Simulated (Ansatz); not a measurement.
Electronic density of states of amorphous Ge₂₄Se₃₆, density 4.38 g/cm³, on a 2×2×2 Γ-centred mesh with a Gaussian width of 0.1 eV; energies count from the Fermi level, whose place inside the gap is arbitrary. Cell and mesh are small, so fine structure isn't converged. Method: PBE, scalar-relativistic without spin-orbit coupling, PAW (Ansatz default set, large-core Se) (plane waves to 420 eV; Ansatz, an electronic-structure program). Sampling: a 2×2×2 Γ-centred mesh; Fermi-Dirac width 0.05 eV; no spin polarisation.

It comes from a melt-quench run on a machine-learned potential (CHGNet), relaxed afterwards by DFT. The hot cell started wider than the set density and was brought back towards it in steps. It is the lowest in DFT energy of 4 quenches. It is a model cell: composition and starting density were chosen by hand, and all elements were melted together. No dispersion term was used. Its density started from a set value of 4.38 and ended at 4.38 g/cm³. The simulated quench (nominally 60 K/ps over its main leg) is rapid and tends to freeze in more defects than a deposited or slowly cooled glass has. A cell of this size samples the disorder only roughly. The volume was held where the preparation left it, at a PBE pressure of 1.1 GPa. Stress components on the final sampling reach 1.4 GPa. Cycles of charging lowered its energy after that relaxation.

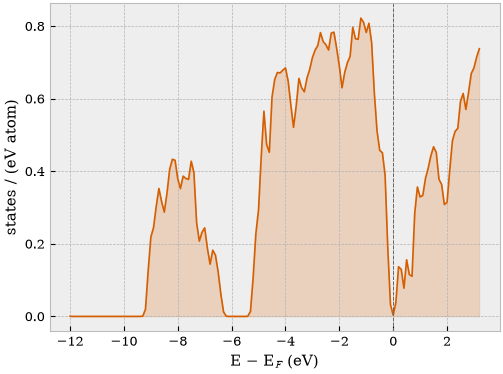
*Density of states per atom*

The gap on this mesh is 0.38 eV; the broadening fills part of it in the curve.
